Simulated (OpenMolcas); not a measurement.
**Run report: Ti³⁺ complex, multiconfigurational calculation**

System: Ti³⁺ with 6 ligands (Cl; octahedron, 2.43 Å), neutralised by 6 outer point charges of +0.5 e, whose field is part of the energies.
Method: state-averaged SS-CASPT2, IPEA shift 0.25, imaginary shift 0.1 hartree, closed shells 3s 3p of the metal and the valence shells of the ligands correlated, active space 1 electron in the shell 3d, basis ANO-RCC-VTZP on the metal and ANO-RCC-VTZP on the ligands, DKH2 scalar Hamiltonian, spin-orbit coupling by RASSI with atomic mean-field integrals (OpenMolcas).

**Output (extracts)**
```
--- CASPT2 ---
Orbital specifications:
      -----------------------

      Symmetry species                           1   2
                                                ag  au
      Frozen orbitals                           17  18
      Inactive orbitals                         13  15
      Active orbitals                            5   0
      Secondary orbitals                        97  98
      Deleted orbitals                           0   0
      Number of basis functions                132 131
Type of calculation                        SS-CASPT2
      Fock operator                              state-specific
      IPEA shift                                 0.25
      Real shift                                 0.00
      Imaginary shift                            0.10
      The input orbitals will be transformed to quasi-canonical
Reference energy:       -3619.4531665353
      E2 (Non-variational):      -1.6100295133
      Shift correction:          -0.0024150113
      E2 (Variational):          -1.6124445246
      Total energy:           -3621.0656110599
      Residual norm:              0.0000006646
      Reference weight:           0.64052
      Contributions to the CASPT2 correlation energy
      Active & Virtual Only:         -0.0000000003
      One Inactive Excited:          -0.0731374969
      Two Inactive Excited:          -1.5368920161
Reference energy:       -3619.4531665352
      E2 (Non-variational):      -1.6100299529
      Shift correction:          -0.0024150128
      E2 (Variational):          -1.6124449657
      Total energy:           -3621.0656115010
      Residual norm:              0.0000006646
      Reference weight:           0.64052
      Contributions to the CASPT2 correlation energy
      Active & Virtual Only:         -0.0000000003
      One Inactive Excited:          -0.0731379368
      Two Inactive Excited:          -1.5368920158
::    CASPT2 Root  1     Total energy:  -3621.06561106
::    CASPT2 Root  2     Total energy:  -3621.06561150
::    CASPT2 Root  3     Total energy:  -3621.06561098
::    CASPT2 Root  4     Total energy:  -3621.01153743
::    CASPT2 Root  5     Total energy:  -3621.01148909
```

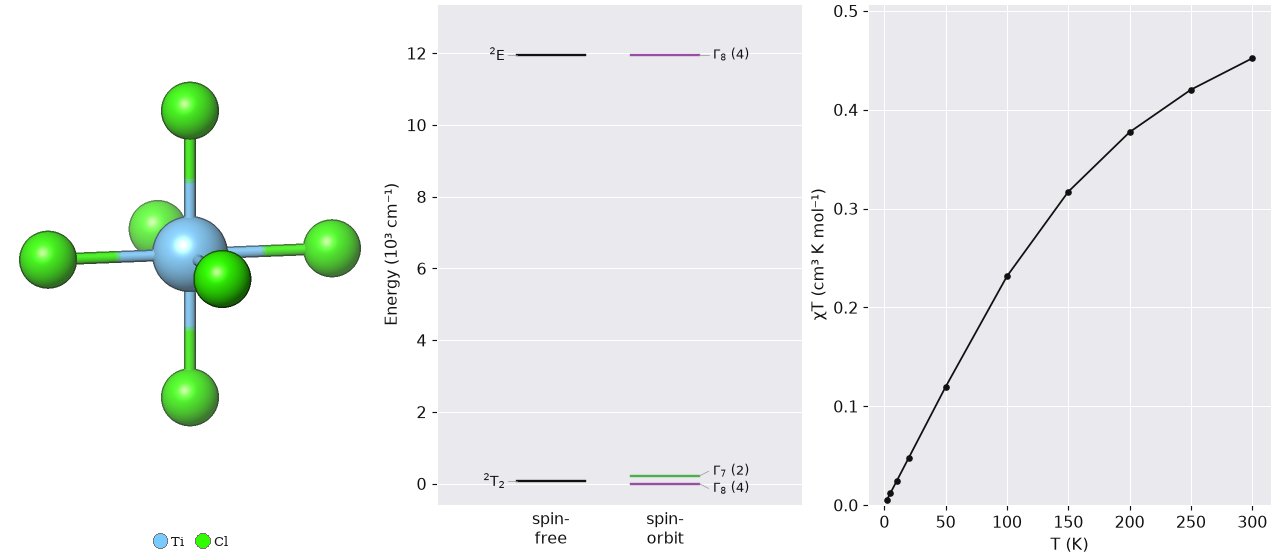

Ti³⁺ (3d) with 6 ligands, Cl⁻, at 2.43 Å (arrangement: octahedron, Oh), neutralised by outer point charges of +0.5 e, and its levels and susceptibility. Labels give the representation in O, Td, D4 or D3 as the site allows (double group for half-integer spin) where it could be assigned and, in brackets, the degeneracy; spin-free states, where drawn, share the zero of the spin-orbit levels. Powder susceptibility by Van Vleck's formula. The ground level is Γ₈, 4-fold degenerate, 100 % from states of spin multiplicity 2. The next level lies at 215 cm⁻¹ (Γ₇). The lowest spin-free state is ²T₂; of the same spin there follows at 11,900 cm⁻¹ (²E) above it. A ligand-field fit to the spin-free states gives |10Dq| = 11,900 cm⁻¹. χT is 0.00502 cm³ K mol⁻¹ at 2 K and 0.452 at 300 K, an effective moment of 1.90 μB.

**Input file**
```
&GATEWAY
Coord
7

Ti 0.0 0.0 0.0
Cl 2.430000 0.000000 0.000000
Cl 0.000000 2.430000 0.000000
Cl -2.430000 0.000000 0.000000
Cl 0.000000 -2.430000 0.000000
Cl 0.000000 0.000000 2.430000
Cl 0.000000 0.000000 -2.430000
Basis=Ti.ANO-RCC-VTZP,Cl.ANO-RCC-VTZP
Group=XYZ
NoMove
AngMom=0.0 0.0 0.0
AMFI
RICD
XField
3 Angstrom 0
5.630000 0.000000 0.000000 0.500000
0.000000 5.630000 0.000000 0.500000
0.000000 0.000000 5.630000 0.500000
&SEWARD
&RASSCF
FileOrb=start.orb
Symmetry=1
Spin=2
nActEl=1 0 0
Inactive=30 33
Ras2=5 0
CIRoot=5 5 1
SDav=5
CIMx=300
Iter=150 100
PrWF=0.3
OrbListing=Nothing
MaxOrb=0
LevShft=1.0
>>> COPY $Project.JobIph JOB001
&RASSI
NrOfJobIphs=1 5
1 2 3 4 5
IphNames
JOB001
EJob
SpinOrbit
DIPRint=1.0
SOCoupling=1000.0
Subsets=2
Property=9
'ANGMOM' 1 'ANGMOM' 2 'ANGMOM' 3 'MLTPL  1' 1 'MLTPL  1' 2 'MLTPL  1' 3
'AMFI' 1 'AMFI' 2 'AMFI' 3
SOProperty=3
'ANGMOM' 1 'ANGMOM' 2 'ANGMOM' 3
>>> COPY JOB001 $Project.JobIph
&CASPT2
Multistate=5 1 2 3 4 5
NoMult
Frozen=17 18
IPEA=0.25
Imaginary=0.1
MaxIter=60
WThr=0.0 0.3 0.05
PrWF=0.5
NoMix
```

The file start.orb holds starting orbitals from an earlier step. A driver script formed the levels outside the program, from RASSI's spin-orbit matrix and the CASPT2 energies (for multi-state variants, the effective Hamiltonian), averaged over the components of each term or state. The log and the time are those of the CASPT2 step.

Launched with:
```bash
OMP_NUM_THREADS=1 MOLCAS_MEM=3686 MOLCAS_PROJECT=a pymolcas a.inp > a.log  # once for each step of the input, in one work folder
```

**Summary**

```
                                 quantity                                                                 value
                                  outcome                                                             converged
      energy of the lowest spin-free term                                                   −3621.06561 hartree
    energy of the lowest spin-orbit level                                                   −3621.06594 hartree
                CASPT2 correlation energy                                                       −1.6124 hartree
largest spread among components of a term                                                             10.6 cm⁻¹
                  lowest reference weight                                                                 0.641
                                 hardware  1 thread of Arm Neoverse V2, 24 GiB of memory available, shared host
                                wall time                                                                  87 s
                              peak memory                                                               0.4 GiB
```

**Notes**

Caveats: distances are set from ionic radii, not optimised.
